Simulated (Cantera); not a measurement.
Charge: 1 mol Si₃N₄, 5.7 mol NF₃, 16 mol H₂, 15 mol H₂O, at 750 Torr.

Cantera equilibrium calculation (NASA polynomials, part measured and part estimated; ideal gas, pure solids and liquids). Candidate condensed phases: H₂O, Si, SiO₂, Si₂N₂O, Si₃N₄; 58 gas species. The tables' values for SiF₃ are old estimates; treat these amounts as uncertain. The tables hold silica as quartz up to 1696 K and as liquid above; real silica turns to tridymite and cristobalite and melts near 1996 K. Gases not in the tables: Si(OH)₄. Kinetics and transport are ignored.

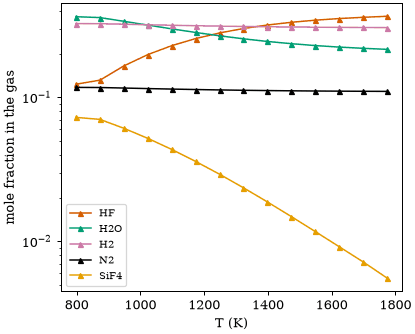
Figure: Equilibrium gas composition (values under 1e-9 drawn at 1e-9)

At 798 K nothing is condensed. From 873 K to 1623 K the condensed part is SiO₂(β-quartz). From 1698 K to 1773 K the condensed part is SiO₂(condensed). The share of Si in condensed phases is highest at 1773 K (91.7 %) and lowest at 798 K (0.0 %).
